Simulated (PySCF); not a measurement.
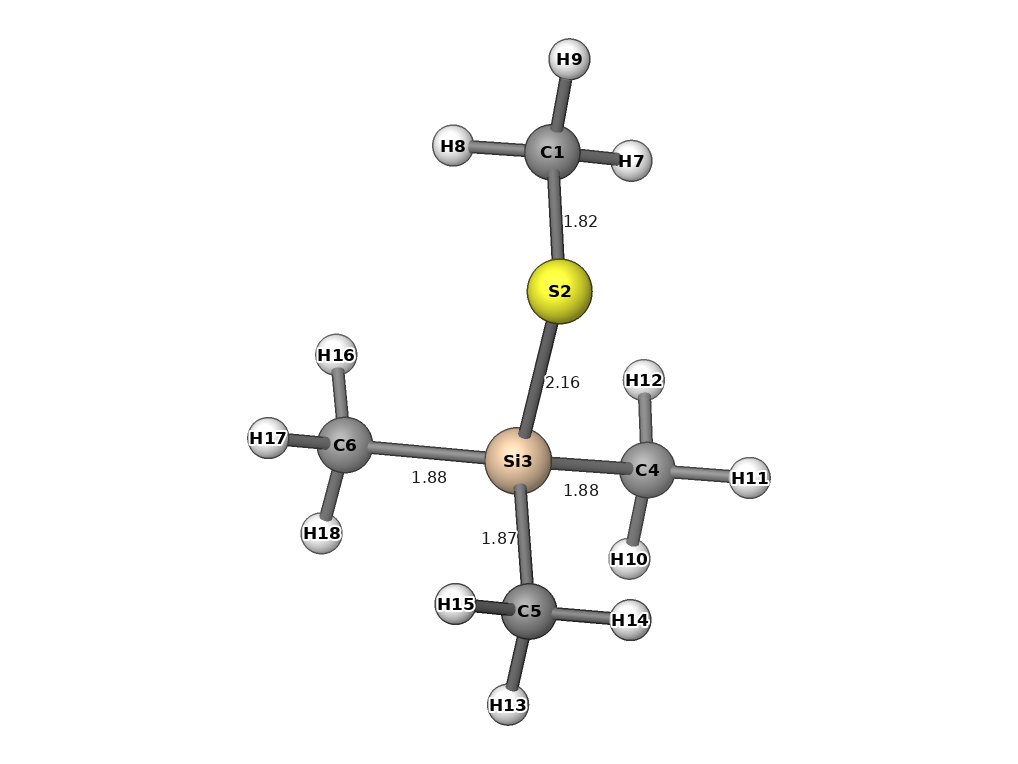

The numbers beside the sticks are distances in Å. Sticks don't show bond order. The geometry was computed by an optimisation with PBE0-D3(BJ)/def2-SVP. No frequency run is at hand to confirm it as a minimum.

Q: Which of the marked bonds are single, double, triple or aromatic?

A: C1–S2 single; S2–Si3 single; Si3–C4 single; Si3–C5 single; Si3–C6 single.

Q: Give the structure as SMILES.

A: CS[Si](C)(C)C
